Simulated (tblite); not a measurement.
**Run report: C6H11Ga, geometry relaxation**

The run: geometry relaxation of C6H11Ga. Method and program: GFN2-xTB geometry optimisation, gas phase (tblite 0.8.0).

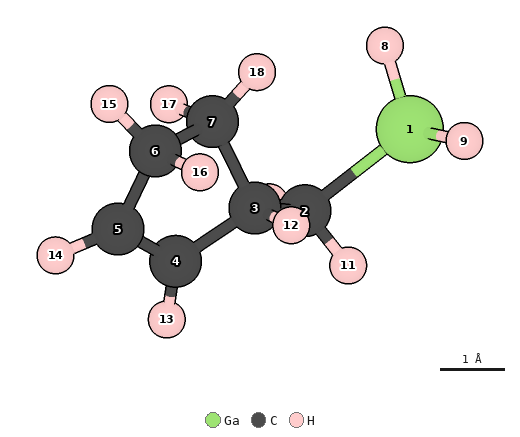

Fig. 1: The structure as given in the input (ball-and-stick view, seen at a tilt; atoms are numbered from 1 in the order of the input). Sticks mark near contacts.

**Input**
```
{"job": {"kind": "relax", "xc": "GFN2-xTB", "basis": "xTB"}, "charge": 0, "multiplicity": 1}
Ga     2.907700    -0.217500     0.131500
C      1.126100    -0.377500     1.258900
C      0.100100     0.249100     0.438900
C     -1.285200     0.275100     1.014100
C     -2.196800     0.296100     0.061900
C     -1.479800     0.304300    -1.245500
C     -0.234500    -0.511400    -0.854600
H      2.934900    -1.213400    -0.824900
H      3.341400     1.157100    -0.433600
H      0.872000    -1.371200     1.689200
H      1.534600     0.322600     1.995900
H      0.331900     1.299000     0.137200
H     -1.501600     0.256500     2.101100
H     -3.265600     0.313100     0.216300
H     -2.036100    -0.117100    -2.067000
H     -1.113900     1.339100    -1.411800
H     -0.596500    -1.524900    -0.623200
H      0.552600    -0.472500    -1.596100
```

The first line tells a small driver script what to run in tblite; the rest is the geometry in Å.

Run on 1 CPU thread, shared host.

Launch command:
```bash
OMP_NUM_THREADS=1 python <driver script> task.json out
```

**Log**
```
step      E/eV     max force
  0    -531.81568    3.928
  1    -532.25150    1.780
  2    -532.44052    1.097
  3    -532.56475    1.563
  4    -532.67484    1.594
  5    -532.81759    0.949
  6    -532.86313    0.450
  7    -532.89159    0.360
  8    -532.90609    0.392
  9    -532.92232    0.415
 10    -532.93953    0.269
 11    -532.95407    0.281
 12    -532.96629    0.289
 13    -532.97827    0.387
 14    -532.99120    0.387
 15    -533.00779    0.315
 16    -533.02866    0.359
 17    -533.05084    0.282
 18    -533.07062    0.297
 19    -533.08735    0.363
 20    -533.10059    0.322
 21    -533.11062    0.197
 22    -533.11814    0.181
 23    -533.12380    0.159
 24    -533.12902    0.162
 25    -533.13428    0.191
 26    -533.13953    0.177
 27    -533.14487    0.163
 28    -533.15085    0.197
 29    -533.15771    0.233
 30    -533.16466    0.232
 31    -533.17087    0.220
 32    -533.17639    0.153
 33    -533.18058    0.123
 34    -533.18361    0.122
 35    -533.18718    0.114
 36    -533.18984    0.111
 37    -533.19213    0.119
 38    -533.19403    0.123
 39    -533.19579    0.097
 40    -533.19743    0.096
 41    -533.19874    0.073
 42    -533.19950    0.058
 43    -533.19990    0.059
 44    -533.20022    0.045
 45    -533.20056    0.044
 46    -533.20092    0.042
 47    -533.20122    0.033
 48    -533.20139    0.033
 49    -533.20159    0.030
 50    -533.20185    0.036
 51    -533.20214    0.047
 52    -533.20242    0.044
 53    -533.20265    0.038
 54    -533.20287    0.034
 55    -533.20314    0.042
 56    -533.20344    0.044
 57    -533.20372    0.045
 58    -533.20398    0.050
 59    -533.20427    0.059
 60    -533.20461    0.056
 61    -533.20497    0.039
 62    -533.20532    0.046
 63    -533.20566    0.049
 64    -533.20606    0.060
 65    -533.20656    0.061
 66    -533.20716    0.039
 67    -533.20754    0.049
 68    -533.20779    0.049
 69    -533.20807    0.042
 70    -533.20841    0.033
 71    -533.20874    0.040
 72    -533.20899    0.042
 73    -533.20921    0.034
 74    -533.20942    0.034
 75    -533.20961    0.032
 76    -533.20980    0.035
 77    -533.21000    0.036
 78    -533.21021    0.033
 79    -533.21043    0.029
 80    -533.21060    0.031
 81    -533.21073    0.030
 82    -533.21083    0.028
 83    -533.21094    0.025
 84    -533.21107    0.022
 85    -533.21119    0.018
 86    -533.21128    0.019
 87    -533.21135    0.016
 88    -533.21141    0.015
 89    -533.21146    0.015
 90    -533.21152    0.017
 91    -533.21157    0.015
 92    -533.21161    0.014
 93    -533.21165    0.016
 94    -533.21171    0.018
 95    -533.21178    0.026
 96    -533.21186    0.026
 97    -533.21194    0.021
 98    -533.21204    0.031
 99    -533.21217    0.032
100    -533.21232    0.031
101    -533.21247    0.031
102    -533.21265    0.026
103    -533.21287    0.041
104    -533.21312    0.040
105    -533.21331    0.031
106    -533.21345    0.023
107    -533.21352    0.022
108    -533.21366    0.030
109    -533.21378    0.029
110    -533.21390    0.032
111    -533.21394    0.022
112    -533.21396    0.009
113    -533.21398    0.008
```

**Trajectory as extended XYZ (Å, eV, eV/Å), 6 of the 114 frames kept, from step=0 to step=113**
```
18
Properties=species:S:1:pos:R:3:forces:R:3 step=0 energy=-531.81568
Ga    2.9077   -0.2175    0.1315   -1.6690   1.7140   1.9450
C     1.1261   -0.3775    1.2589    2.9850  -0.5110   0.8050
C     0.1001    0.2491    0.4389   -1.3530   0.0700  -0.8900
C    -1.2852    0.2751    1.0141   -0.5930   0.1150   1.8410
C    -2.1968    0.2961    0.0619   -0.3610   0.1100   0.2860
C    -1.4798    0.3043   -1.2455    0.3000  -0.0220  -0.1670
C    -0.2345   -0.5114   -0.8546   -0.7950   0.5710  -0.0580
H     2.9349   -1.2134   -0.8249    0.8220  -2.7650  -2.6660
H     3.3414    1.1571   -0.4336    0.3410   0.3650   0.1330
H     0.8720   -1.3712    1.6892    0.0520   0.7500  -0.1420
H     1.5346    0.3226    1.9959   -0.8380  -0.0140   0.9660
H     0.3319    1.2990    0.1372    0.3520  -0.3410   0.2380
H    -1.5016    0.2565    2.1011    0.3240   0.1090  -0.8570
H    -3.2656    0.3131    0.2163    0.1390   0.0720  -0.2320
H    -2.0361   -0.1171   -2.0670   -0.1370   0.1670  -0.3470
H    -1.1139    1.3391   -1.4118   -0.4960  -0.3760  -0.5090
H    -0.5965   -1.5249   -0.6232    0.6220   0.1670  -0.1430
H     0.5526   -0.4725   -1.5961    0.3020  -0.1820  -0.2000
18
Properties=species:S:1:pos:R:3:forces:R:3 step=23 energy=-533.12380
Ga    2.7558   -0.3491   -0.0203   -0.0060  -0.0300  -0.0760
C     1.1717   -0.4202    1.2744    0.0800  -0.0270  -0.0160
C     0.0632    0.3045    0.5110   -0.0520   0.0340  -0.0040
C    -1.3351    0.3741    1.0751   -0.0670  -0.0160   0.0430
C    -2.2381    0.3596    0.1064    0.0290   0.0490  -0.0600
C    -1.5946    0.1923   -1.2445   -0.0450  -0.0230  -0.0360
C    -0.1984   -0.3164   -0.8659   -0.0400   0.0860  -0.1280
H     3.4145   -1.4756   -0.9409   -0.0820  -0.0010   0.1330
H     3.4324    1.0522   -0.3465   -0.0200   0.0190   0.0340
H     0.8626   -1.4314    1.5569   -0.0470  -0.0370  -0.0140
H     1.4131    0.1268    2.1929   -0.0670  -0.0010   0.0820
H     0.3776    1.3547    0.3783    0.1120   0.0080  -0.0660
H    -1.5378    0.4961    2.1239    0.0610   0.0180   0.0510
H    -3.3027    0.5043    0.2097    0.1030  -0.1140   0.0310
H    -2.1426   -0.4869   -1.8982    0.0080  -0.0630   0.0470
H    -1.5356    1.1583   -1.7616    0.0090  -0.0410   0.0970
H    -0.1963   -1.4114   -0.7811   -0.0260   0.1260   0.0160
H     0.5813   -0.0255   -1.5812    0.0500   0.0120  -0.1330
18
Properties=species:S:1:pos:R:3:forces:R:3 step=45 energy=-533.20056
Ga    2.7574   -0.4182    0.0487   -0.0030  -0.0230  -0.0040
C     1.1075   -0.4703    1.2308   -0.0120   0.0130  -0.0040
C     0.1159    0.4129    0.4599   -0.0150  -0.0100   0.0310
C    -1.2596    0.4891    1.0624    0.0060   0.0200   0.0000
C    -2.2085    0.3270    0.1566    0.0040   0.0220   0.0170
C    -1.6504    0.1138   -1.2212    0.0090   0.0030   0.0250
C    -0.1579   -0.1366   -0.9553    0.0130   0.0070   0.0340
H     3.4743   -1.6279   -0.6810    0.0100   0.0020   0.0230
H     3.3940    0.9835   -0.3241    0.0180   0.0010  -0.0190
H     0.6922   -1.4802    1.3456    0.0110   0.0260   0.0070
H     1.2577   -0.0609    2.2374    0.0080   0.0000  -0.0180
H     0.5317    1.4341    0.3984   -0.0050  -0.0430   0.0070
H    -1.3989    0.6795    2.1136   -0.0100  -0.0150  -0.0330
H    -3.2699    0.3644    0.3342    0.0020  -0.0160  -0.0160
H    -2.1282   -0.7245   -1.7294   -0.0020   0.0050  -0.0280
H    -1.8045    1.0072   -1.8332   -0.0140  -0.0070   0.0180
H     0.0395   -1.2159   -0.9550    0.0010   0.0200  -0.0240
H     0.4990    0.3292   -1.7001   -0.0210  -0.0050  -0.0160
18
Properties=species:S:1:pos:R:3:forces:R:3 step=68 energy=-533.20779
Ga    2.7848   -0.4769    0.0607   -0.0050  -0.0030   0.0020
C     1.0999   -0.4582    1.1971    0.0000   0.0020   0.0060
C     0.1088    0.4452    0.4508    0.0150  -0.0130  -0.0150
C    -1.2620    0.4845    1.0667    0.0110   0.0120  -0.0090
C    -2.2187    0.2992    0.1748    0.0080  -0.0150  -0.0040
C    -1.6766    0.1098   -1.2108    0.0040  -0.0010  -0.0240
C    -0.1643   -0.0512   -0.9854    0.0090  -0.0080  -0.0150
H     3.5912   -1.7477   -0.4419   -0.0010   0.0210   0.0060
H     3.4150    0.8889   -0.4393    0.0130  -0.0070  -0.0280
H     0.6746   -1.4639    1.3107   -0.0070   0.0040  -0.0010
H     1.2627   -0.0592    2.2054    0.0000  -0.0070   0.0220
H     0.5210    1.4667    0.4245   -0.0010  -0.0120   0.0160
H    -1.3968    0.6581    2.1203    0.0070   0.0020   0.0110
H    -3.2778    0.2976    0.3669   -0.0090  -0.0060  -0.0050
H    -2.1151   -0.7578   -1.7055   -0.0140  -0.0050  -0.0110
H    -1.9004    0.9858   -1.8245   -0.0090   0.0250  -0.0040
H     0.1098   -1.1109   -1.0616   -0.0050  -0.0140   0.0470
H     0.4352    0.4962   -1.7206   -0.0150   0.0240   0.0070
18
Properties=species:S:1:pos:R:3:forces:R:3 step=90 energy=-533.21152
Ga    2.7941   -0.4794    0.0491   -0.0020   0.0100  -0.0010
C     1.1149   -0.4219    1.1964    0.0060  -0.0060   0.0060
C     0.0957    0.4526    0.4555   -0.0030  -0.0050   0.0070
C    -1.2769    0.4440    1.0718   -0.0120   0.0070  -0.0090
C    -2.2277    0.2652    0.1715    0.0020  -0.0030  -0.0010
C    -1.6754    0.1458   -1.2190    0.0000   0.0070   0.0000
C    -0.1699   -0.0474   -0.9797   -0.0050   0.0010   0.0010
H     3.6332   -1.7776   -0.3033    0.0060  -0.0050  -0.0010
H     3.4140    0.8252   -0.6057   -0.0130   0.0010  -0.0070
H     0.7102   -1.4352    1.3254   -0.0080   0.0070   0.0060
H     1.2847   -0.0133    2.2003   -0.0020  -0.0080  -0.0010
H     0.4735    1.4864    0.4327   -0.0040  -0.0060   0.0010
H    -1.4173    0.5818    2.1302    0.0080  -0.0060  -0.0010
H    -3.2877    0.2312    0.3581    0.0060   0.0060   0.0030
H    -2.1219   -0.6804   -1.7743    0.0100   0.0000   0.0080
H    -1.8779    1.0651   -1.7761    0.0060   0.0000  -0.0040
H     0.0749   -1.1161   -1.0327    0.0070   0.0040   0.0010
H     0.4504    0.4801   -1.7118   -0.0020  -0.0050  -0.0060
18
Properties=species:S:1:pos:R:3:forces:R:3 step=113 energy=-533.21398
Ga    2.7717   -0.5051    0.0367    0.0010  -0.0020   0.0000
C     1.1046   -0.4413    1.2029   -0.0020   0.0020   0.0000
C     0.0999    0.4581    0.4713    0.0010   0.0000  -0.0020
C    -1.2774    0.4465    1.0756    0.0020  -0.0050  -0.0040
C    -2.2218    0.2677    0.1689    0.0050   0.0000   0.0030
C    -1.6625    0.1515   -1.2184    0.0010  -0.0030   0.0000
C    -0.1536   -0.0109   -0.9777    0.0020  -0.0010   0.0020
H     3.7285   -1.7559   -0.1587    0.0050   0.0030   0.0030
H     3.2534    0.7530   -0.7984   -0.0020   0.0010   0.0030
H     0.6835   -1.4490    1.3211    0.0000  -0.0030  -0.0040
H     1.2824   -0.0516    2.2124    0.0030   0.0010   0.0030
H     0.4877    1.4879    0.4729   -0.0030   0.0000   0.0050
H    -1.4238    0.5753    2.1344    0.0010   0.0040   0.0000
H    -3.2824    0.2298    0.3495   -0.0040   0.0030   0.0040
H    -2.0898   -0.6898   -1.7658   -0.0050  -0.0010  -0.0040
H    -1.8831    1.0601   -1.7854    0.0020   0.0030  -0.0010
H     0.1213   -1.0712   -1.0587   -0.0040  -0.0020  -0.0040
H     0.4527    0.5510   -1.6944   -0.0030  -0.0030  -0.0070
```

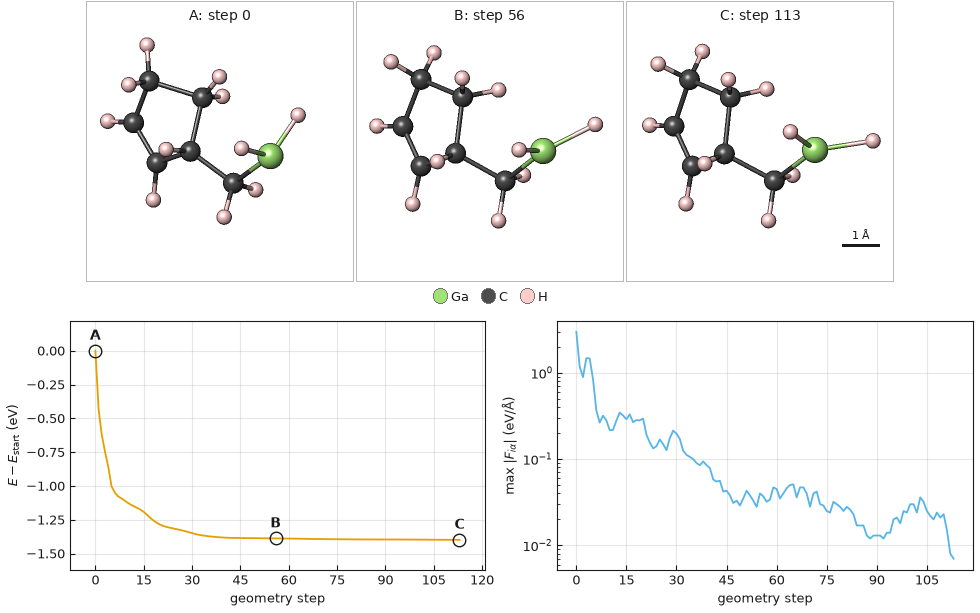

Fig. 2: Frames of the relaxation (ball-and-stick view, seen at a tilt) above the curves, on which the letters mark them (steps are counted from 0).

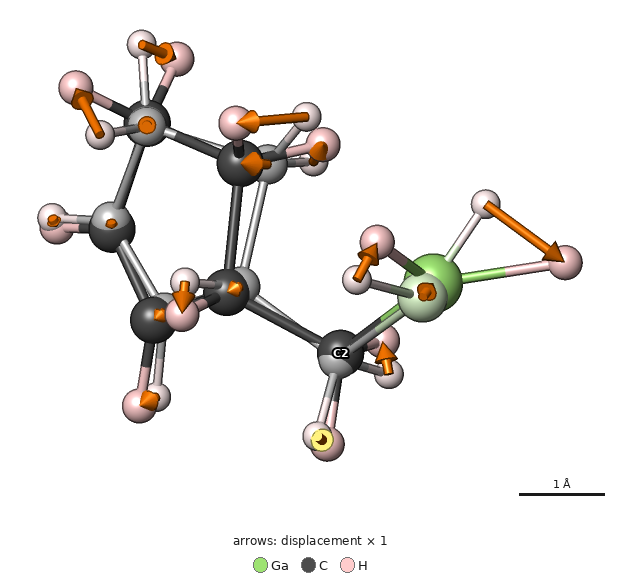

Fig. 3: Start (faint) and end (solid) with the displacements as orange arrows, at true length (ball-and-stick view, seen at a tilt). The two geometries are laid on each other by the best rigid fit. Over 113 geometry steps the energy falls by 1.398 eV. Largest force component: 3 eV/Å at the start, 0.007 eV/Å at the end. The atom that moves furthest after the best rigid fit is H8 (1.17 Å). Largest moves by element: H 1.17 Å, C 0.52 Å, Ga 0.33 Å. Among the contacts that change: Ga1–H8 1.381 → 1.587 Å, C2–C3 1.455 → 1.534 Å, Ga1–C2 2.114 → 2.036 Å, Ga1–H9 1.548 → 1.585 Å. Among the angles that change: Ga1–C2–H11 89.8° → 113.9°, C2–Ga1–H8 109.3° → 126.1°, C3–C7–C6 97.3° → 106.0°. (Atoms are counted from 1 in the order of the input.)

**Results in brief**

| quantity | value |
| --- | --- |
| outcome | converged |
| total energy | −533.2140 eV |
| wall time | 0.81 s |
| peak memory | 0.18 GiB |
